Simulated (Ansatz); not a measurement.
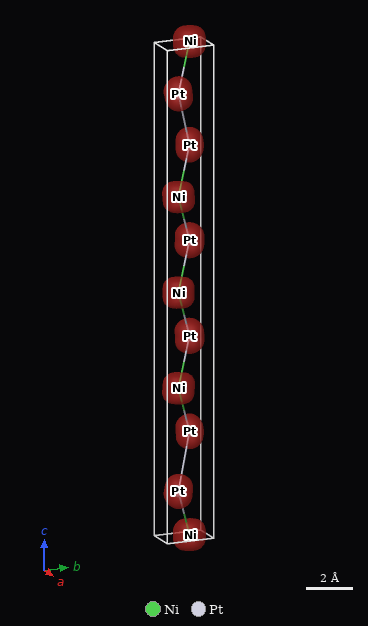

*Ni$_{2}$Pt$_{3}$. Isosurface of the spin density at +0.08 e/Å³ (red), seen slightly off an axis. Sticks mark near contacts.*

Space group P-6m2; a structure generated by program, which may or may not match a known phase; spin-polarised.

Method: DFT PBE, scalar-relativistic, plane waves, PAW in Ansatz 0.2.0.

In a PAW calculation such maps are meaningful between the atoms, not at the nuclei.

### Describe the spin distribution.

The spin density sits on Ni: +0.9 μB (×4); Pt: +0.3 μB (×2) in one cell of 10 atoms, with smaller moments on other sites: Pt (up to +0.29 μB): parallel main moments (a ferromagnetic arrangement) in this solution. The cell of the calculation (10 atoms) carries 5.2 μB of net spin moment.
